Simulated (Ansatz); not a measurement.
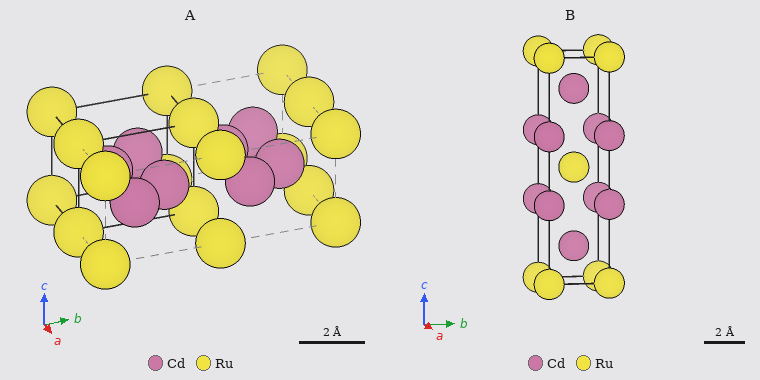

Two structures of Cd$_{2}$Ru, each relaxed to rest (conventional cells in solid outline, small ones repeated, not to one scale). Method: DFT PBE, scalar-relativistic, plane waves, PAW in Ansatz, without spin polarisation.

Identify the two structures.

A: AlB₂ type, P6/mmm. B: 6 atoms a cell on a body-centred tetragonal lattice, I4/mmm.

Which one is lower in energy?

B is lower, by 51 meV/atom at this level of theory (energies at zero smearing). Volumes: A 18.0, B 18.5 Å³/atom.

One or both may be structure types tried for this composition rather than known phases.
